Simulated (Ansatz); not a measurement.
**Amorphous In$_{9}$Ga$_{9}$Zn$_{9}$O$_{37}$Sr**

Preparation: random packing, a CHGNet melt and quench, and a DFT relaxation. O atoms were pushed apart under 1.9 Å during the dynamics, to hinder bonds among them. The hot cell started wider than the set density and was brought back towards it in steps. It is the lowest in DFT energy of 2 quenches. It is a model cell: composition and starting density were chosen by hand, and all elements were melted together. No dispersion term was used.

Methods: PBE, scalar-relativistic without spin-orbit coupling (Ansatz, a first-principles code); r2SCAN, scalar-relativistic without spin-orbit coupling (Ansatz); HSE06, scalar-relativistic without spin-orbit coupling (Ansatz). Geometry, pressure, stress and energy are those of the PBE run. Its sampling: a 2×2×2 Γ-centred mesh; Fermi-Dirac width 0.02 eV; no spin polarisation. Other functionals are single points at the zone centre (r2SCAN at 500 eV; exact exchange cut at the cell's faces), free to take moments where seeds were set. At PBE the levels at the filled edge of the gap are localised (band-tail or defect states).

The number of atoms in the cell is 65 and the density (held, not predicted) is 5.87 g/cm^3. The volume per atom comes out as 12.74 Å^3. The pressure on a 2×2×2 Γ-centred mesh comes out as 3.26 GPa, the largest force and stress component on that mesh (the relaxation ran on the zone centre alone) comes out as 0.07 eV/Å and 3.3 GPa and the level gap on a 2×2×2 Γ-centred mesh (PBE) comes out as 0.88 eV. The level gap at the zone centre (PBE) comes out as 0.91 eV and the level gap at the zone centre (r2SCAN) is 1.35 eV. The level gap at the zone centre (HSE06) is 2.48 eV.

Neighbours within In-In 3.12 Å, In-Ga 2.90 Å, In-Zn 2.90 Å, In-O 2.68 Å, In-Sr 3.65 Å, Ga-Ga 2.68 Å, Ga-Zn 2.68 Å, Ga-O 2.54 Å, Ga-Sr 3.43 Å, Zn-Zn 2.68 Å, Zn-O 2.32 Å, Zn-Sr 3.43 Å, O-O 1.58 Å, O-Sr 3.13 Å, Sr-Sr 4.18 Å count as bonded. Two cations that share two anions don't count as bonded, nor two that share one unless they lie closer than In-In 3.04 Å, In-Ga 2.82 Å, In-Zn 2.82 Å, In-Sr 3.55 Å, Ga-Ga 2.61 Å, Ga-Zn 2.61 Å, Ga-Sr 3.34 Å, Zn-Zn 2.61 Å, Zn-Sr 3.34 Å, Sr-Sr 4.07 Å.

```json
{
  "Mean coordination of In by anions": "5.44 (5 with 5, 4 with 6)",
  "Mean coordination of Ga by anions": "4.33 (6 with 4, 3 with 5)",
  "Mean coordination of Zn by anions": "4.22 (7 with 4, 2 with 5)",
  "Mean coordination of O": "3.62 (14 with 3, 23 with 4)",
  "Mean coordination of Sr by anions": "8.00 (1 with 8)",
  "Mean In-O bond": "2.205 Å (spread 0.119 Å, 49 counted)",
  "Mean Ga-O bond": "1.911 Å (spread 0.116 Å, 39 counted)"
}
```

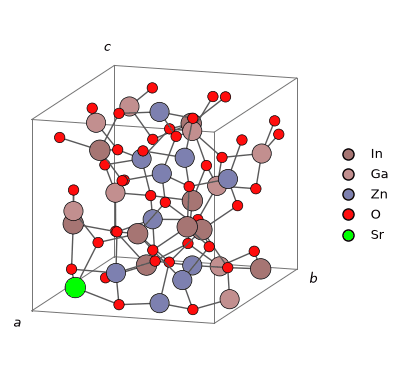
The relaxed cell

Its density started from a set value of 5.87 g/cm³. Cooling (nominally 260 K/ps over its main leg) ran many orders faster than in experiment, which tends to leave more defects and strain. One small periodic cell is one sample of the glass; other quenches scatter about these values. The volume was held where the preparation left it and the shape relaxed, at a PBE pressure of 3.3 GPa. Stress components on the final sampling reach 3.3 GPa.
